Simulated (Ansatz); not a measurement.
## A computed series for BaZrO3: pressure series

Base system: BaZrO₃ in the cubic perovskite structure (space group Pm-3m, No. 221; a = 4.2271 Å).

Cell and atoms are relaxed at each pressure.

Method: Ansatz (a program for electronic structure) PBE, spin-orbit coupling left out, earlier PAW set.

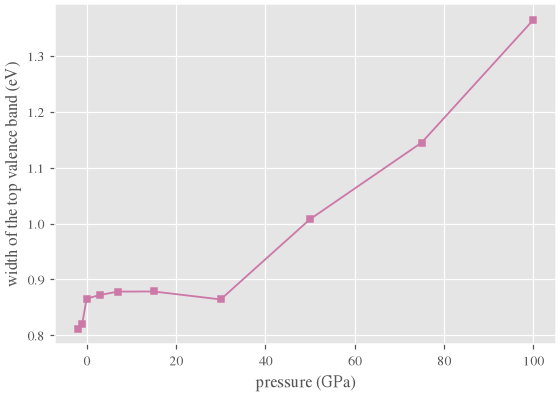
Width of the top valence band against pressure

### Question
From the plot, what is the width of the top valence band for pressure 3 GPa?

### Answer
About 0.87 eV.

### Question
Is the trend monotonic over the range shown?

### Answer
Yes, it rises throughout, spanning 0.81 eV to 1.36 eV.

The levels and masses belong to the bands next to the band gap. Load acts through the strain it causes; cell and atoms are relaxed under it. Stability against distortions was not tested. No other phases were tried under pressure.
